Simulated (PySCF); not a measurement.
**CF3 (SMILES F[C](F)F): levels of theory compared**

Wanted: a comparison of 6 runs (U-r2SCAN/STO-6G, UB3LYP/STO-6G, UMP2/STO-6G, UCCSDT/STO-6G, ROCCSD(T)/STO-6G, FCI/STO-6G) of CF3. 

The results are computed with PySCF 2.14.0.

2 further runs of the same task are left out: 2 set aside as unsound or not needed.

## Step 1: The molecule

CF3: 4 atoms, total charge 0, spin state doublet. SMILES: `F[C](F)F`. The coordinates come from a PBE0-D4/def2-TZVP relaxation.

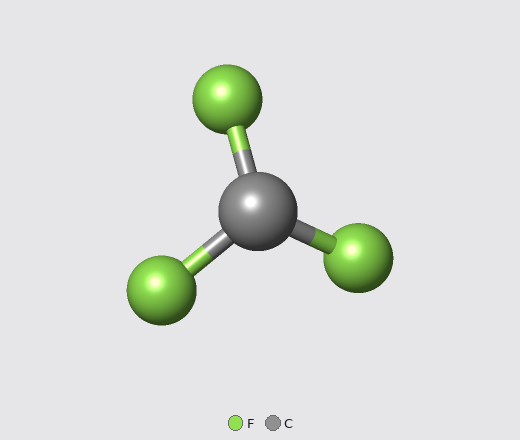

The structure, seen from a chosen angle (fluorine green, carbon grey).

## Step 2: A single-point energy at U-r2SCAN/STO-6G (run 1)

run.py reads:

```python
from pyscf import gto, dft

system = gto.M(
    atom=[
    ('F', (-1.227500, 0.024900, 0.265400)),
    ('C', (-0.039500, -0.059500, -0.286700)),
    ('F', (0.658900, -1.044900, 0.227300)),
    ('F', (0.608100, 1.079500, -0.205900)),
],
    charge=0,
    basis='sto-6g',
    max_memory=1860,
    verbose=4,
    spin=1,
)

mf = dft.UKS(system)
mf.xc = 'r2scan'
mf.conv_tol = 1e-10
mf.grids.level = 5
mf.kernel()
if not mf.converged:
    mf = mf.newton().run(mf.mo_coeff, mf.mo_occ)

e_final = mf.e_tot
print('E = %.10f Eh' % e_final)
```

Command:

```sh
$ OMP_NUM_THREADS=1 python run.py
```

Standard output:

```text
PySCF version 2.14.0

[... 56 lines left out ...]
WARN: HOMO -0.132640235242108 >= LUMO -0.132640235242111
[... 34 lines left out ...]
converged SCF energy = -335.841116662577  <S^2> = 0.75085686  2S+1 = 2.0008567
E = -335.8411166626 Eh
```

Wall time 6.6 s (1 thread of Arm Neoverse V2, shared host); peak memory 0.22 GiB.

## Step 3: A single-point energy at UB3LYP/STO-6G (run 2)

job.py reads:

```python
from pyscf import gto, dft

system = gto.M(
    atom=[
    ('F', (-1.227500, 0.024900, 0.265400)),
    ('C', (-0.039500, -0.059500, -0.286700)),
    ('F', (0.658900, -1.044900, 0.227300)),
    ('F', (0.608100, 1.079500, -0.205900)),
],
    charge=0,
    basis='sto-6g',
    max_memory=1860,
    spin=1,
    verbose=4,
)

ks = dft.UKS(system)
ks.xc = 'b3lyp'
ks.grids.level = 5
ks.conv_tol = 1e-10
ks.kernel()
if not ks.converged:
    ks = ks.newton().run(ks.mo_coeff, ks.mo_occ)

etot = ks.e_tot
print('E(%s) = %.9f' % ('B3LYP', etot))
```

Command:

```sh
$ OMP_NUM_THREADS=1 python job.py
```

Standard output:

```text
PySCF version 2.14.0

[... 90 lines left out ...]
converged SCF energy = -335.892139433621  <S^2> = 0.75097418  2S+1 = 2.0009739
E(B3LYP) = -335.892139434
```

Run time: 5.4 s. Hardware: 1 thread of Arm Neoverse V2, shared host; peak memory 0.21 GiB.

Runs 3 to 5 aren't shown in full; the table further down has their settings and results.

## Step 4: A single-point energy at FCI/STO-6G (run 6)

calc.py reads:

```python
from pyscf import gto, scf, mcscf

mol = gto.M(
    atom=[
    ('F', (-1.227500, 0.024900, 0.265400)),
    ('C', (-0.039500, -0.059500, -0.286700)),
    ('F', (0.658900, -1.044900, 0.227300)),
    ('F', (0.608100, 1.079500, -0.205900)),
],
    basis='sto-6g',
    spin=1,
    max_memory=1860,
    verbose=3,
)

mf = scf.ROHF(mol)
mf.conv_tol = 1e-10
mf.kernel()
if not mf.converged:
    mf = mf.newton().run(mf.mo_coeff, mf.mo_occ)

cas = mcscf.CASCI(mf, mf.mo_coeff.shape[-1] - 4, (mol.nelec[0] - 4, mol.nelec[1] - 4))  # full CI above the frozen core
cas.fix_spin_(ss=0.75)
cas.kernel()
etot = cas.e_tot
print('Final energy', etot)
```

Command:

```sh
$ OMP_NUM_THREADS=1 python calc.py
```

Standard output:

```text
converged SCF energy = -334.619096767093
CASCI E = -334.736401196939  E(CI) = -145.805656572745  S^2 = 0.7500000
Final energy -334.7364011969389
```

It took 50 s on 1 thread of Arm Neoverse V2, shared host; peak memory 0.34 GiB.

## Step 5: Overview of the runs

```
run             level  integration grid  frozen core orbitals  energy (Eh)  dipole moment (D) of the reference  HOMO energy (eV)  LUMO energy (eV)  wall time
  1   U-r2SCAN/STO-6G                 5                     –  -335.841117                                0.19             -1.63              0.91      6.6 s
  2     UB3LYP/STO-6G                 5                     –  -335.892139                                0.16             -2.78              1.40      5.4 s
  3       UMP2/STO-6G                 –                     4  -334.708634                                0.39             -9.02              6.70     0.89 s
  4     UCCSDT/STO-6G                 –                     4  -334.736394                                0.39             -9.02              6.70      2.8 s
  5  ROCCSD(T)/STO-6G                 –                     4  -334.735223                                0.40                 –                 –        1 s
  6        FCI/STO-6G                 –                     4  -334.736401                                0.40                 –                 –       50 s
```

## Step 6: Summary of results

| quantity | value |
| --- | --- |
| run 6: total energy | -334.73640 Eh |
| run 6: dipole moment (Hartree–Fock density) | 0.40 D |
| run 6: correlation energy (4 core orbitals frozen) | -117.3 mEh |

What this shows: Against full CI in this basis: UMP2 +27.8 mEh; UCCSDT +0.0 mEh; ROCCSD(T) +1.2 mEh. Totals of different functionals can't be ranked against each other. In runs 1, 2, 3, 4, 5, 6 the basis is minimal, so the values are rough. All runs together took 67 s, the longest 50 s.
